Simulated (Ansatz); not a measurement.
# Molecular dynamics, with input and output: SiH$_{3}$F (part 3 of 3)

The same run, continued: SiH$_{3}$F; UKS B3LYP/def2-SVP (Ansatz 0.2.0). It belongs to a series of runs on one base structure; here: dynamics from the highest image of the converged band.

Geometry of the input (Å):
```
Si -0.4449  -0.0319  0.3610
H  0.0235  -1.1484  -0.7961
F  0.8831  -0.4245  -1.0498
H  0.4526  0.2681  1.5275
H  -0.9144  1.3367  -0.0423
```

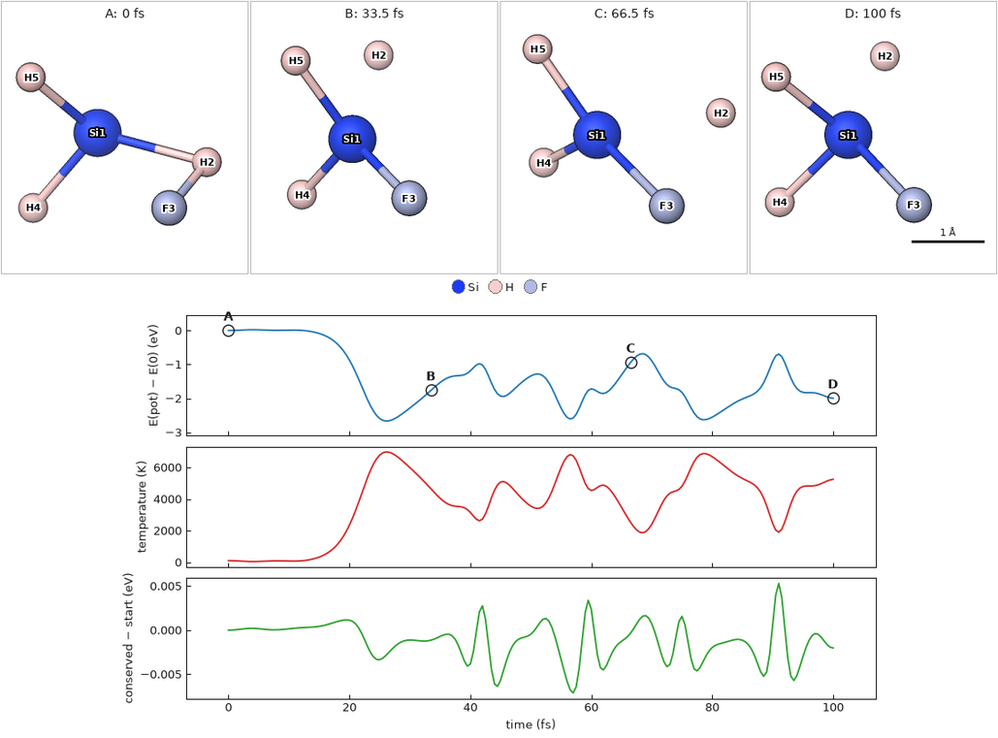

Frames of the molecular dynamics (ball-and-stick, seen at a tilt) above the curves, on which the letters mark them. The trajectory kept here has 201 frames over 100 fs. The temperature starts at 100 K, ranges from 41 to 6973 K and averages 4562 K over the second half. The potential energy ends 1.997 eV below its first value. The conserved quantity stays within 0.012 eV. After an unweighted best fit of the last frame on the first, the root-mean-square displacement is 0.83 Å.

```
Total energy: -10638.84036253 eV, -390.9701720578 hartree
Atom 0 at    -0.397239    -0.109593     0.265502 Å, force     0.687804     0.267035    -0.264356 eV/Å
Atom 1 at    -1.804470    -1.123162     0.746573 Å, force     2.495240     1.032261    -1.404550 eV/Å
Atom 2 at     0.923503    -0.301448    -0.998379 Å, force    -3.337293    -0.178274     2.773122 eV/Å
Atom 3 at     0.282924     0.172308     1.596288 Å, force     0.130760    -0.631241    -0.561379 eV/Å
Atom 4 at    -1.004615     1.253003     0.037266 Å, force     0.023490    -0.489781    -0.542837 eV/Å
Dipole moment:    -0.279497    -0.045021     0.207109 e Å
```

Trajectory as extended XYZ (Å, eV, eV/Å), 18 of the 201 frames kept, from step=0 to step=200:
```
5
Properties=species:S:1:pos:R:3:forces:R:3 step=0 time_fs=0.0 energy=-10636.84322 temperature=100.0
Si   -0.4449   -0.0319    0.3610    0.0096  -0.0457  -0.0223
H     0.0235   -1.1484   -0.7961    0.0100   0.0084  -0.0065
F     0.8831   -0.4245   -1.0498   -0.0251  -0.0050   0.0103
H     0.4526    0.2681    1.5275    0.0069   0.0155   0.0223
H    -0.9144    1.3367   -0.0423   -0.0015   0.0268  -0.0038
5
Properties=species:S:1:pos:R:3:forces:R:3 step=12 time_fs=6.0 energy=-10636.82933 temperature=64.4
Si   -0.4489   -0.0306    0.3669    0.1615  -0.0804  -0.0780
H    -0.0076   -1.1108   -0.7602   -0.1268  -0.4068  -0.1419
F     0.8930   -0.4279   -1.0618   -0.0054   0.2292   0.1730
H     0.4138    0.2751    1.5461    0.1043  -0.0127   0.1353
H    -0.9162    1.3192   -0.0372   -0.1336   0.2707  -0.0884
5
Properties=species:S:1:pos:R:3:forces:R:3 step=24 time_fs=12.0 energy=-10636.83767 temperature=86.4
Si   -0.4504   -0.0298    0.3709    0.8545   0.2085  -0.9973
H    -0.0817   -1.1749   -0.7475   -0.3091   0.2092   0.4548
F     0.9018   -0.4275   -1.0702   -0.4346   0.2734   0.6030
H     0.3970    0.2734    1.5931   -0.1830  -0.1644  -0.2191
H    -0.9511    1.3565   -0.0502    0.0722  -0.5269   0.1586
5
Properties=species:S:1:pos:R:3:forces:R:3 step=35 time_fs=17.5 energy=-10637.15970 temperature=918.4
Si   -0.4421   -0.0281    0.3637    2.2354  -0.7296  -2.2638
H    -0.2630   -1.2075   -0.6074   -1.3037  -0.4213   0.8763
F     0.9038   -0.4217   -1.0682   -0.4581   1.1255   1.2276
H     0.3412    0.2258    1.5956   -0.0223  -0.2296   0.2639
H    -0.9818    1.2797   -0.0297   -0.4514   0.2551  -0.1040
5
Properties=species:S:1:pos:R:3:forces:R:3 step=47 time_fs=23.5 energy=-10639.06699 temperature=5828.0
Si   -0.4051   -0.0328    0.3279    3.2391  -1.5659  -4.0743
H    -0.8757   -1.3808   -0.1787   -0.8850   0.5240   1.1070
F     0.8945   -0.3959   -1.0417   -2.1719   1.5533   2.9872
H     0.2555    0.0971    1.6605   -0.1732  -0.1439  -0.1292
H    -1.1413    1.2264   -0.0225   -0.0090  -0.3675   0.1093
5
Properties=species:S:1:pos:R:3:forces:R:3 step=59 time_fs=29.5 energy=-10639.19483 temperature=6161.3
Si   -0.3371   -0.0577    0.2500   -1.7863  -2.4867  -0.1998
H    -1.6584   -1.3601    0.5227    2.3465   1.7379  -0.9227
F     0.8492   -0.3440   -0.9655   -1.9810   0.5064   2.0559
H     0.1468   -0.0693    1.6759    0.5660   0.2860  -0.6341
H    -1.2885    1.0884   -0.0061    0.8547  -0.0436  -0.2993
5
Properties=species:S:1:pos:R:3:forces:R:3 step=71 time_fs=35.5 energy=-10638.31047 temperature=3882.3
Si   -0.2908   -0.1104    0.1719   -7.0013   0.3293   6.7063
H    -1.7494   -0.8216    0.9557    1.8432  -0.5130  -1.9597
F     0.7765   -0.2845   -0.8605    3.7710  -1.4796  -4.3348
H     0.2288   -0.1476    1.5275    1.1392   0.4221   0.2966
H    -1.2001    0.9752   -0.0936    0.2480   1.2413  -0.7084
5
Properties=species:S:1:pos:R:3:forces:R:3 step=82 time_fs=41.0 energy=-10637.85809 temperature=2716.8
Si   -0.3151   -0.1530    0.1654   -1.1182   6.0902   5.1035
H    -1.3807   -0.4854    0.8494   -4.3278  -3.4620   1.3941
F     0.7628   -0.2514   -0.8258    5.3091  -2.4301  -6.4164
H     0.5939   -0.0979    1.4166   -0.3855   0.2330  -0.3942
H    -0.9979    1.1505   -0.3502    0.5224  -0.4312   0.3130
5
Properties=species:S:1:pos:R:3:forces:R:3 step=94 time_fs=47.0 energy=-10638.61490 temperature=4664.3
Si   -0.3671   -0.1396    0.2212    0.7459   2.3897   0.9376
H    -1.7416   -0.9649    0.8224    2.1314   0.6947  -1.3083
F     0.8284   -0.2561   -0.8880   -0.0748  -2.0580  -1.4156
H     0.8416    0.0221    1.2203   -1.8115  -0.1953   0.4751
H    -0.6742    1.2255   -0.5083   -0.9910  -0.8311   1.3112
5
Properties=species:S:1:pos:R:3:forces:R:3 step=106 time_fs=53.0 energy=-10638.38434 temperature=4076.8
Si   -0.4073   -0.0969    0.2866    1.4557  -3.1024  -3.3198
H    -1.7139   -1.3702    0.5262    2.3224   2.2194  -0.4653
F     0.8981   -0.2969   -0.9796   -2.5983  -0.7380   1.8283
H     0.6143    0.0939    1.2311    0.4817  -0.0907   2.2022
H    -0.6662    1.1390   -0.3193   -1.6616   1.7117  -0.2454
5
Properties=species:S:1:pos:R:3:forces:R:3 step=118 time_fs=59.0 energy=-10638.73623 temperature=4986.8
Si   -0.4226   -0.0741    0.3172    6.2120   5.2981  -1.7799
H    -1.0374   -1.1963    0.0716   -2.8523  -4.0579  -0.3825
F     0.9234   -0.3509   -1.0405   -2.9193   0.8781   3.2430
H     0.3346    0.1090    1.7379   -1.0024  -0.3633  -1.6074
H    -1.1149    1.3339   -0.0764    0.5621  -1.7550   0.5267
5
Properties=species:S:1:pos:R:3:forces:R:3 step=129 time_fs=64.5 energy=-10638.27866 temperature=3797.7
Si   -0.3880   -0.0278    0.3202    0.5998  -3.3482  -2.9785
H    -0.8149   -1.5184   -0.3441   -0.4134   2.0200   1.7410
F     0.9015   -0.3873   -1.0465   -1.8326   2.1477   3.1595
H    -0.1317    0.0262    1.8589    0.6544  -0.2281  -1.2427
H    -1.4224    1.1317    0.2486    0.9919  -0.5914  -0.6794
5
Properties=species:S:1:pos:R:3:forces:R:3 step=141 time_fs=70.5 energy=-10637.87469 temperature=2759.4
Si   -0.3368   -0.0099    0.2873   -0.6245  -5.8015  -3.7506
H    -0.7971   -1.4617   -0.3265   -0.5614   1.4866   1.4905
F     0.8460   -0.3898   -0.9985   -0.5361   2.7431   2.4286
H    -0.4201   -0.1470    1.7200    1.9202  -0.0760   1.2382
H    -1.5332    0.7989    0.3813   -0.1982   1.6479  -1.4067
5
Properties=species:S:1:pos:R:3:forces:R:3 step=153 time_fs=76.5 energy=-10639.12501 temperature=5975.9
Si   -0.2933   -0.0478    0.2202   -3.0559   0.1211   2.8479
H    -1.0750   -1.1837    0.0892   -1.4043  -2.2224  -0.3687
F     0.7817   -0.3460   -0.9097    1.5755   0.9531  -0.6828
H    -0.1107   -0.2990    1.7913    0.9824   0.9513  -1.4710
H    -1.5633    0.9022    0.0896    1.9023   0.1969  -0.3253
5
Properties=species:S:1:pos:R:3:forces:R:3 step=165 time_fs=82.5 energy=-10639.11078 temperature=5944.2
Si   -0.2945   -0.0943    0.1867   -6.8369  -0.7457   5.6079
H    -1.5944   -1.3523    0.3977    2.2099   1.8198  -0.5585
F     0.7511   -0.2857   -0.8381    5.1335  -1.5146  -5.5311
H     0.5126   -0.1743    1.4753   -0.6746   0.4957  -0.2062
H    -1.0582    1.1054   -0.3191    0.1680  -0.0551   0.6878
5
Properties=species:S:1:pos:R:3:forces:R:3 step=176 time_fs=88.0 energy=-10638.52962 temperature=4436.7
Si   -0.3603   -0.1425    0.2098    1.4232   3.6505   1.2119
H    -1.4972   -1.0541    0.5227    0.2274  -0.1060  -0.2376
F     0.7937   -0.2524   -0.8498    1.9682  -2.6551  -3.7319
H     0.9036    0.0913    1.1055   -1.8994  -0.3326   1.3838
H    -0.5165    1.2586   -0.4959   -1.7195  -0.5569   1.3738
5
Properties=species:S:1:pos:R:3:forces:R:3 step=188 time_fs=94.0 energy=-10638.55245 temperature=4494.4
Si   -0.4079   -0.1479    0.2467    4.3625   3.2558  -1.3975
H    -1.5880   -0.9493    0.6781    0.3305  -0.2957  -0.4701
F     0.8734   -0.2600   -0.9243   -1.7666  -1.9487   0.1041
H     0.7585    0.2700    1.1177   -1.0165  -0.8992   1.4331
H    -0.4538    1.2658   -0.2867   -1.9099  -0.1123   0.3304
5
Properties=species:S:1:pos:R:3:forces:R:3 step=200 time_fs=100.0 energy=-10638.84017 temperature=5244.5
Si   -0.3972   -0.1096    0.2655    0.6878   0.2670  -0.2644
H    -1.8045   -1.1232    0.7466    2.4952   1.0323  -1.4046
F     0.9235   -0.3014   -0.9984   -3.3373  -0.1783   2.7731
H     0.2829    0.1723    1.5963    0.1308  -0.6312  -0.5614
H    -1.0046    1.2530    0.0373    0.0235  -0.4898  -0.5428
```

Results in brief:

```json
{"quantity": "outcome", "value": "finished"}
{"quantity": "mean temperature over the second half", "value": "4562 K"}
{"quantity": "trajectory", "value": "200 steps, 100 fs"}
{"quantity": "ensemble", "value": "nve"}
{"quantity": "temperature in the input", "value": "100.0 K"}
{"quantity": "time step", "value": "0.5 fs"}
{"quantity": "potential energy (last step)", "value": "−10638.8404 eV"}
{"quantity": "mean-field energy (last step)", "value": "−10638.8404 eV"}
{"quantity": "largest force (length of the vector) (last step)", "value": "4.343 eV/Å"}
{"quantity": "wall time", "value": "4.4 min"}
{"quantity": "peak memory", "value": "0.1 GiB"}
```

So short a trajectory is not equilibrated.
